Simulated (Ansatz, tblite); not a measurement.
**Sn(OEt)H3 (C2H8OSn): removing and adding an electron**

Aim: the energy of removing and adding an electron for Sn(OEt)H3 (C2H8OSn), by energy differences, and how well orbital energies stand in for it.

Method: as each input shows; program: Ansatz 0.2.0, Gaussian basis.

Plan: charge +1 doublet, at the geometry of the singlet (PBE0-D4/def2-TZVP, PBE-D4/def2-TZVP, r2SCAN-D4/def2-TZVP); charge -1 doublet, at the geometry of the singlet (PBE0-D4/def2-TZVPD, PBE-D4/def2-TZVPD, r2SCAN-D4/def2-TZVPD); the starting singlet's energies come from earlier runs.

1 further run of the same task is left out (it didn't finish).

## (1) The relaxed structure

The geometry is that of the singlet, from an earlier relaxation (B3LYP-D4/def2-SVP).

12 atoms, charge 0, spin multiplicity 1.

Atoms are counted from 1 here; the program's logs count them from 0.

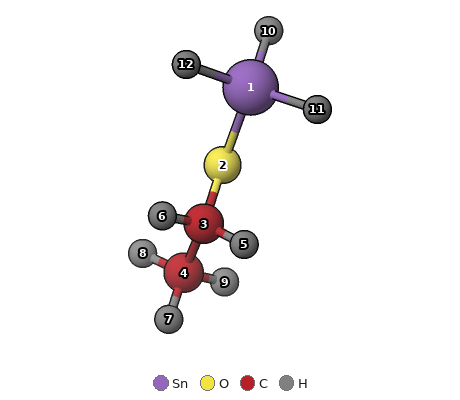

The structure; tin purple, oxygen yellow, carbon red, hydrogen grey; atoms are numbered from 1 in the order of the file.

Sn takes a core potential in the def2 sets. No spin-orbit coupling is included.

## (2) Charge +1 doublet at the fixed geometry, first pass, PBE0-D4/def2-SVP

in.yaml reads:

```yaml
crystal:
  periodic: [false, false, false]
  atoms:
    - {symbol: Sn, position_ang: [0.827830, -0.082611, -2.132878]}
    - {symbol: O, position_ang: [0.687280, -0.018624, -0.136540]}
    - {symbol: C, position_ang: [-0.567844, 0.047862, 0.503804]}
    - {symbol: C, position_ang: [-0.352694, 0.049782, 2.008889]}
    - {symbol: H, position_ang: [-1.126389, 0.963435, 0.210745]}
    - {symbol: H, position_ang: [-1.214551, -0.813024, 0.226348]}
    - {symbol: H, position_ang: [-1.313892, 0.104629, 2.545689]}
    - {symbol: H, position_ang: [0.172533, -0.866760, 2.320260]}
    - {symbol: H, position_ang: [0.264940, 0.912309, 2.304500]}
    - {symbol: H, position_ang: [2.516928, -0.137189, -2.402220]}
    - {symbol: H, position_ang: [0.091844, 1.339086, -2.768977]}
    - {symbol: H, position_ang: [0.014014, -1.498877, -2.679640]}
basis:
  gaussian: {orbitals: def2-SVP}
total_charge: 1
magnetization: {spin_polarized: true, initial_magnetization: 1}
hamiltonian: {xc: pbe0, dispersion: d4}
output: {orbitals: {seedname: orbitals}}
```

The run is started by

```
$ ansatz run in.yaml --threads 4 --pin off --events-out ev --progress --plain --max-ram 3916MiB
```

What it wrote:

```text
Functional definition: PBE0
  name "PBE0"
  cite "Adamo & Barone, J. Chem. Phys. 110, 6158 (1999) doi:10.1063/1.478522"
  cite "Perdew, Burke & Ernzerhof, Phys. Rev. Lett. 77, 3865 (1996) doi:10.1103/PhysRevLett.77.3865"
  parent pbe
  parameter a = 0.25
  parameter kappa = 0.804
  parameter beta = 0.06672455060314922
  exchange = (1 - a)*pbe_x(kappa = kappa, mu = beta*pi^2/3) + a*exact_x
  correlation = pbe_c(beta = beta)
1177 factors; integrals over basis functions are off by at most 1.2e-3 eV
mean field evaluation 1: about -10045.8661 eV, gradient 5.9e1 eV
mean field evaluation 2: about -9851.2489 eV, gradient 1.7e2 eV
mean field evaluation 4: about -10059.8500 eV, gradient 3.3e1 eV
mean field evaluation 8: about -10064.7279 eV, gradient 6.0e-1 eV
mean field evaluation 16: about -10064.9328 eV, gradient 2.5e-3 eV
mean field evaluation 32: about -10064.9328 eV, gradient 2.5e-5 eV
mean field -10064.93278064 eV, -369.8794574320 hartree, gradient 2.6e-5 eV, S^2 0.756011; 2 other end points of the search recorded, 0 dependent functions left out
reference -10064.93281552 eV, -369.8794587138 hartree; 25, 24 occupied and 83, 84 virtual orbitals, 1177 factors
Total energy: -10065.08473554 eV, -369.8850416716 hartree
```

Run time: 3.7 s. Hardware: 4 threads of Intel Xeon at 2.70GHz, shared host.

Report: HOMO -14.22 eV, LUMO -11.40 eV (over both spins); ⟨S²⟩ 0.756 (pure: 0.75).

## (3) Charge +1 doublet at the fixed geometry, PBE0-D4/def2-TZVP

start.molden holds the orbitals of an earlier run on this state, given as this run's starting guess.

Changes to in.yaml since step 2:

```diff
@@ -16,3 +16,3 @@
 basis:
-  gaussian: {orbitals: def2-SVP}
+  gaussian: {orbitals: def2-TZVP, initial_orbitals: start.molden}
 total_charge: 1
@@ -20,2 +20,3 @@
 hamiltonian: {xc: pbe0, dispersion: d4}
+scf: {omitted_lower_state_checks: [starts]}
 output: {orbitals: {seedname: orbitals}}
```

Launched as before.

What it wrote:

```text
Functional definition: PBE0
  name "PBE0"
  cite "Adamo & Barone, J. Chem. Phys. 110, 6158 (1999) doi:10.1063/1.478522"
  cite "Perdew, Burke & Ernzerhof, Phys. Rev. Lett. 77, 3865 (1996) doi:10.1103/PhysRevLett.77.3865"
  parent pbe
  parameter a = 0.25
  parameter kappa = 0.804
  parameter beta = 0.06672455060314922
  exchange = (1 - a)*pbe_x(kappa = kappa, mu = beta*pi^2/3) + a*exact_x
  correlation = pbe_c(beta = beta)
these checks for a lower state are left out or cut short: starts
1324 factors; their error is unknown
mean field evaluation 1: about -10067.7249 eV, gradient 8.0e1 eV
mean field evaluation 2: about -10069.9254 eV, gradient 2.3e0 eV
mean field evaluation 4: about -10070.0195 eV, gradient 3.1e-1 eV
mean field evaluation 8: about -10070.0197 eV, gradient 2.4e-5 eV
mean field -10070.01974445 eV, -370.0663999040 hartree, gradient 1.7e-5 eV, S^2 0.756537; 0 other end points of the search recorded, 0 dependent functions left out
reference -10070.01978442 eV, -370.0664013729 hartree; 25, 24 occupied and 166, 167 virtual orbitals, 1324 factors
Total energy: -10070.17170444 eV, -370.0719843307 hartree
Checks for a lower state left out: starts
```

Wall time 5 s (4 threads of Intel Xeon at 2.70GHz, shared host); peak memory 0.58 GiB.

From the report: HOMO -14.20 eV, LUMO -11.35 eV (over both spins); ⟨S²⟩ 0.757 (pure: 0.75).

## (4) Charge +1 doublet at the fixed geometry, PBE-D4/def2-TZVP

Changes to in.yaml since step 3:

```diff
@@ -19,3 +19,3 @@
 magnetization: {spin_polarized: true, initial_magnetization: 1}
-hamiltonian: {xc: pbe0, dispersion: d4}
+hamiltonian: {xc: pbe, dispersion: d4}
 scf: {omitted_lower_state_checks: [starts]}
```

Launched as before.

What it wrote:

```text
Functional definition: PBE
  name "PBE"
  cite "Perdew, Burke & Ernzerhof, Phys. Rev. Lett. 77, 3865 (1996) doi:10.1103/PhysRevLett.77.3865"
  parent pbe
  parameter kappa = 0.804
  parameter beta = 0.06672455060314922
  exchange = pbe_x(kappa = kappa, mu = beta*pi^2/3)
  correlation = pbe_c(beta = beta)
these checks for a lower state are left out or cut short: starts
1251 factors; their error is unknown
mean field evaluation 1: about -10069.3658 eV, gradient 6.2e0 eV
mean field evaluation 2: about -10069.5596 eV, gradient 4.4e-1 eV
mean field evaluation 4: about -10069.5369 eV, gradient 3.2e-1 eV
mean field evaluation 8: about -10069.5372 eV, gradient 2.2e-5 eV
mean field -10069.53719267 eV, -370.0486664532 hartree, gradient 2.2e-5 eV, S^2 0.753144; 0 other end points of the search recorded, 0 dependent functions left out
reference -10069.53724598 eV, -370.0486684123 hartree; 25, 24 occupied and 166, 167 virtual orbitals, 1251 factors
Total energy: -10069.71682846 eV, -370.0552679468 hartree
Checks for a lower state left out: starts
```

It took 2.7 s on 4 threads of Intel Xeon at 2.70GHz, shared host.

From the report: HOMO -12.92 eV, LUMO -12.24 eV (over both spins); ⟨S²⟩ 0.753 (pure: 0.75).

## (5) Charge +1 doublet at the fixed geometry, r2SCAN-D4/def2-TZVP

Changes to in.yaml since step 4:

```diff
@@ -19,3 +19,3 @@
 magnetization: {spin_polarized: true, initial_magnetization: 1}
-hamiltonian: {xc: pbe, dispersion: d4}
+hamiltonian: {xc: r2scan, dispersion: d4}
 scf: {omitted_lower_state_checks: [starts]}
```

Same command.

What it wrote:

```text
Functional definition: r2SCAN
  name "r2SCAN"
  cite "Furness, Kaplan, Ning, Perdew & Sun, J. Phys. Chem. Lett. 11, 8208 (2020) doi:10.1021/acs.jpclett.0c02405"
  cite "Furness, Kaplan, Ning, Perdew & Sun, J. Phys. Chem. Lett. 11, 9248 (2020) doi:10.1021/acs.jpclett.0c03077"
  parent r2scan
  parameter k0 = 0.174
  parameter k1 = 0.065
  parameter a1 = 4.9479
  exchange = r2scan_x(k0 = k0, k1 = k1, a1 = a1)
  correlation = r2scan_c
these checks for a lower state are left out or cut short: starts
1251 factors; their error is unknown
mean field evaluation 1: about -10074.7075 eV, gradient 4.0e0 eV
mean field evaluation 2: about -10074.7656 eV, gradient 1.5e-1 eV
mean field evaluation 4: about -10074.7406 eV, gradient 6.2e-3 eV
mean field evaluation 8: about -10074.7406 eV, gradient 8.2e-5 eV
mean field -10074.74063431 eV, -370.2398894066 hartree, gradient 1.1e-5 eV, S^2 0.756885; 0 other end points of the search recorded, 0 dependent functions left out
reference -10074.74065323 eV, -370.2398901016 hartree; 25, 24 occupied and 166, 167 virtual orbitals, 1251 factors
Total energy: -10074.78545570 eV, -370.2415365623 hartree
Checks for a lower state left out: starts
```

It took 4.5 s on 4 threads of Intel Xeon at 2.70GHz, shared host.

Report: HOMO -13.27 eV, LUMO -12.16 eV (over both spins); ⟨S²⟩ 0.757 (pure: 0.75).

## (6) Vertical ionisation energy

Charged state less starting state, singlet to doublet; the starting state's energies are those of its earlier runs.

```
              level  vertical ionisation energy (eV)   time
   PBE-D4/def2-TZVP                            +9.16  4.6 s
r2SCAN-D4/def2-TZVP                            +9.25  8.3 s
  PBE0-D4/def2-TZVP                            +9.39  7.9 s
```

Times add the two runs; a level without a time comes out of a correlated run.

Beside −ε(HOMO) of the starting state:

```
              level  −ε(HOMO) (eV)  by difference (eV)  mismatch (eV)
   PBE-D4/def2-TZVP           5.86                9.16          -3.31
r2SCAN-D4/def2-TZVP           6.16                9.25          -3.09
  PBE0-D4/def2-TZVP           7.38                9.39          -2.01
```

## (7) Charge -1 doublet at the fixed geometry, first pass, PBE0-D4/def2-SVP

Changes to in.yaml since step 5:

```diff
@@ -16,7 +16,6 @@
 basis:
-  gaussian: {orbitals: def2-TZVP, initial_orbitals: start.molden}
-total_charge: 1
+  gaussian: {orbitals: def2-SVP}
+total_charge: -1
 magnetization: {spin_polarized: true, initial_magnetization: 1}
-hamiltonian: {xc: r2scan, dispersion: d4}
-scf: {omitted_lower_state_checks: [starts]}
+hamiltonian: {xc: pbe0, dispersion: d4}
 output: {orbitals: {seedname: orbitals}}
```

Same command.

What it wrote:

```text
Functional definition: PBE0
  name "PBE0"
  cite "Adamo & Barone, J. Chem. Phys. 110, 6158 (1999) doi:10.1063/1.478522"
  cite "Perdew, Burke & Ernzerhof, Phys. Rev. Lett. 77, 3865 (1996) doi:10.1103/PhysRevLett.77.3865"
  parent pbe
  parameter a = 0.25
  parameter kappa = 0.804
  parameter beta = 0.06672455060314922
  exchange = (1 - a)*pbe_x(kappa = kappa, mu = beta*pi^2/3) + a*exact_x
  correlation = pbe_c(beta = beta)
1177 factors; integrals over basis functions are off by at most 1.2e-3 eV
mean field evaluation 1: about -10070.8467 eV, gradient 1.9e1 eV
mean field evaluation 2: about -10070.8470 eV, gradient 2.0e1 eV
mean field evaluation 4: about -10072.5414 eV, gradient 1.7e0 eV
mean field evaluation 8: about -10072.7789 eV, gradient 2.4e-1 eV
mean field evaluation 16: about -10072.7793 eV, gradient 7.1e-4 eV
mean field -10072.77932056 eV, -370.1678124555 hartree, gradient 6.0e-5 eV, S^2 0.753093; 2 other end points of the search recorded, 0 dependent functions left out
reference -10072.77935608 eV, -370.1678137608 hartree; 26, 25 occupied and 82, 83 virtual orbitals, 1177 factors
Total energy: -10072.99389540 eV, -370.1756979356 hartree
```

It took 2.8 s on 4 threads of Intel Xeon at 2.70GHz, shared host.

From the report: HOMO 3.14 eV, LUMO 5.23 eV (over both spins); ⟨S²⟩ 0.753 (pure: 0.75). Doubts: highest occupied level lies above zero.

## (8) Charge -1 doublet at the fixed geometry, PBE0-D4/def2-TZVPD

Changes to in.yaml since step 7:

```diff
@@ -16,3 +16,3 @@
 basis:
-  gaussian: {orbitals: def2-SVP}
+  gaussian: {orbitals: def2-TZVPD, initial_orbitals: start.molden}
 total_charge: -1
@@ -20,2 +20,3 @@
 hamiltonian: {xc: pbe0, dispersion: d4}
+scf: {omitted_lower_state_checks: [starts]}
 output: {orbitals: {seedname: orbitals}}
```

Launched as before.

What it wrote:

```text
Functional definition: PBE0
  name "PBE0"
  cite "Adamo & Barone, J. Chem. Phys. 110, 6158 (1999) doi:10.1063/1.478522"
  cite "Perdew, Burke & Ernzerhof, Phys. Rev. Lett. 77, 3865 (1996) doi:10.1103/PhysRevLett.77.3865"
  parent pbe
  parameter a = 0.25
  parameter kappa = 0.804
  parameter beta = 0.06672455060314922
  exchange = (1 - a)*pbe_x(kappa = kappa, mu = beta*pi^2/3) + a*exact_x
  correlation = pbe_c(beta = beta)
these checks for a lower state are left out or cut short: starts
1428 factors; their error is unknown
mean field evaluation 1: about -10075.3923 eV, gradient 8.2e1 eV
mean field evaluation 2: about -10078.1936 eV, gradient 3.7e0 eV
mean field evaluation 4: about -10078.6409 eV, gradient 2.7e-1 eV
mean field evaluation 8: about -10078.7046 eV, gradient 3.5e-2 eV
mean field -10078.70463564 eV, -370.3855637683 hartree, gradient 9.2e-6 eV, S^2 0.750961; 0 other end points of the search recorded, 0 dependent functions left out
reference -10078.70468733 eV, -370.3855656678 hartree; 26, 25 occupied and 216, 217 virtual orbitals, 1428 factors
Total energy: -10078.91922665 eV, -370.3934498426 hartree
Checks for a lower state left out: starts
```

Run time: 15 s. Hardware: 4 threads of Intel Xeon at 2.70GHz, shared host; peak memory 1.2 GiB.

Report: HOMO 1.97 eV, LUMO 2.98 eV (over both spins); ⟨S²⟩ 0.751 (pure: 0.75). Doubts: highest occupied level lies above zero.

## (9) Charge -1 doublet at the fixed geometry, PBE-D4/def2-TZVPD

Changes to in.yaml since step 8:

```diff
@@ -19,3 +19,3 @@
 magnetization: {spin_polarized: true, initial_magnetization: 1}
-hamiltonian: {xc: pbe0, dispersion: d4}
+hamiltonian: {xc: pbe, dispersion: d4}
 scf: {omitted_lower_state_checks: [starts]}
```

Launched as before.

What it wrote:

```text
Functional definition: PBE
  name "PBE"
  cite "Perdew, Burke & Ernzerhof, Phys. Rev. Lett. 77, 3865 (1996) doi:10.1103/PhysRevLett.77.3865"
  parent pbe
  parameter kappa = 0.804
  parameter beta = 0.06672455060314922
  exchange = pbe_x(kappa = kappa, mu = beta*pi^2/3)
  correlation = pbe_c(beta = beta)
these checks for a lower state are left out or cut short: starts
1344 factors; their error is unknown
mean field evaluation 1: about -10078.0365 eV, gradient 6.2e0 eV
mean field evaluation 2: about -10078.1686 eV, gradient 1.9e-1 eV
mean field evaluation 4: about -10078.1374 eV, gradient 1.1e-1 eV
mean field evaluation 8: about -10078.1377 eV, gradient 2.9e-4 eV
mean field -10078.13766761 eV, -370.3647280775 hartree, gradient 1.1e-5 eV, S^2 0.750449; 0 other end points of the search recorded, 0 dependent functions left out
reference -10078.13773541 eV, -370.3647305691 hartree; 26, 25 occupied and 216, 217 virtual orbitals, 1344 factors
Total energy: -10078.39121493 eV, -370.3740457697 hartree
Checks for a lower state left out: starts
```

Run time: 9 s. Hardware: 4 threads of Intel Xeon at 2.70GHz, shared host.

From the report: HOMO 2.26 eV, LUMO 2.50 eV (over both spins); ⟨S²⟩ 0.750 (pure: 0.75). Doubts: highest occupied level lies above zero.

## (10) Charge -1 doublet at the fixed geometry, r2SCAN-D4/def2-TZVPD

Changes to in.yaml since step 9:

```diff
@@ -19,3 +19,3 @@
 magnetization: {spin_polarized: true, initial_magnetization: 1}
-hamiltonian: {xc: pbe, dispersion: d4}
+hamiltonian: {xc: r2scan, dispersion: d4}
 scf: {omitted_lower_state_checks: [starts]}
```

Launched as before.

What it wrote (excerpt; [...] marks lines left out):

```text
Functional definition: r2SCAN
  name "r2SCAN"
  cite "Furness, Kaplan, Ning, Perdew & Sun, J. Phys. Chem. Lett. 11, 8208 (2020) doi:10.1021/acs.jpclett.0c02405"
  cite "Furness, Kaplan, Ning, Perdew & Sun, J. Phys. Chem. Lett. 11, 9248 (2020) doi:10.1021/acs.jpclett.0c03077"
  parent r2scan
[...]
1344 factors; their error is unknown
[...]
mean field -10083.31936562 eV, -370.5551519670 hartree, gradient 2.2e-6 eV, S^2 0.751717; 0 other end points of the search recorded, 0 dependent functions left out
reference -10083.31940480 eV, -370.5551534069 hartree; 26, 25 occupied and 216, 217 virtual orbitals, 1344 factors
Total energy: -10083.38443344 eV, -370.5575431656 hartree
Checks for a lower state left out: starts
```

It took 16 s on 4 threads of Intel Xeon at 2.70GHz, shared host; peak memory 0.55 GiB.

HOMO 2.37 eV, LUMO 2.92 eV (over both spins); ⟨S²⟩ 0.752 (pure: 0.75). Doubts: highest occupied level lies above zero.

## (11) Vertical electron affinity

Starting state less charged state (positive: the electron is bound), singlet to doublet; the starting state's energies are those of its earlier runs.

```
               level  vertical electron affinity (eV)  time
   PBE-D4/def2-TZVPD                            -0.53  12 s
r2SCAN-D4/def2-TZVPD                            -0.68  20 s
  PBE0-D4/def2-TZVPD                            -0.67  18 s
```

Times add the two runs; a level without a time comes out of a correlated run.

Beside −ε(LUMO) of the starting state:

```
               level  −ε(LUMO) (eV)  by difference (eV)  mismatch (eV)
   PBE-D4/def2-TZVPD           1.33               -0.53          +1.86
r2SCAN-D4/def2-TZVPD           0.94               -0.68          +1.62
  PBE0-D4/def2-TZVPD           0.54               -0.67          +1.22
```

## (12) Summary of results

```
                                             quantity                                   value
 vertical ionisation energy, functionals in def2-TZVP      9.16 (PBE-D4) to 9.39 eV (PBE0-D4)
vertical electron affinity, functionals in def2-TZVPD  -0.68 (r2SCAN-D4) to -0.53 eV (PBE-D4)
```

**Reading.** The vertical ionisation energy spans 9.16 to 9.39 eV over the functionals. −ε(HOMO) misses the level's own difference by -2.01 eV at best (PBE0-D4) and -3.31 eV at worst (PBE-D4). The vertical electron affinity spans -0.68 to -0.53 eV over the functionals. A negative affinity means an unbound electron, held by the basis alone. −ε(LUMO) misses the level's own difference by +1.22 eV at best (PBE0-D4) and +1.86 eV at worst (PBE-D4).
